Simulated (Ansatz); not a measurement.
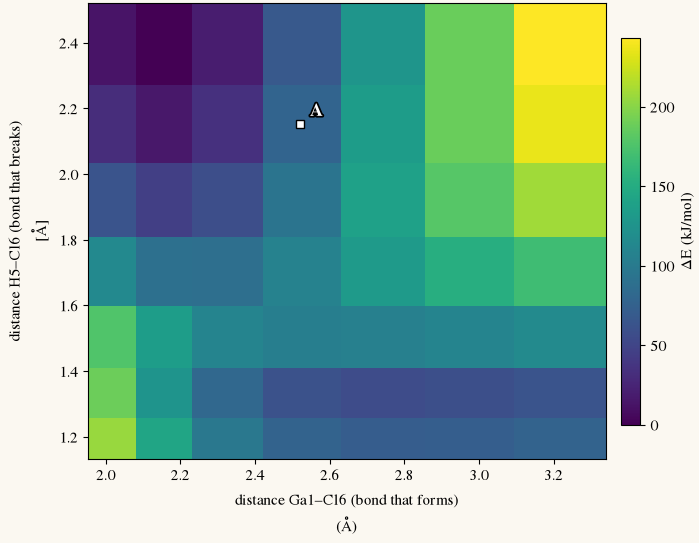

The reacting system Cl3GaH2 (fragments Cl₂GaH + ClH where the first distance is long, Cl₃Ga + H₂ where the second is long). Coordinates scanned: (1) distance Ga1–Cl6 (bond that forms); (2) distance H5–Cl6 (bond that breaks). Relaxed at each point: all other coordinates. The scan uses a 7 × 7 grid. Points are written as (first, second). All energies are given in kJ/mol relative to the lowest grid point. Energies and slopes of some neighbouring points disagree (a jump in structure or state, or too coarse a mesh). The reference is spin-restricted, so regions where a bond is pulled apart into radicals lie too high. These are results of RKS r2SCAN-D4/def2-SVP (Ansatz 0.2.0), not measurements.

Drawn: one coloured cell a grid point, the point A.

Question: Which way does the force act at A, and how strong is it?

Answer: A, at (2.521 Å, 2.152 Å), is not a stationary point. The computed force is 250 kJ/mol for each Å towards smaller values of the first coordinate and 58 kJ/mol for each Å towards larger values of the second coordinate.
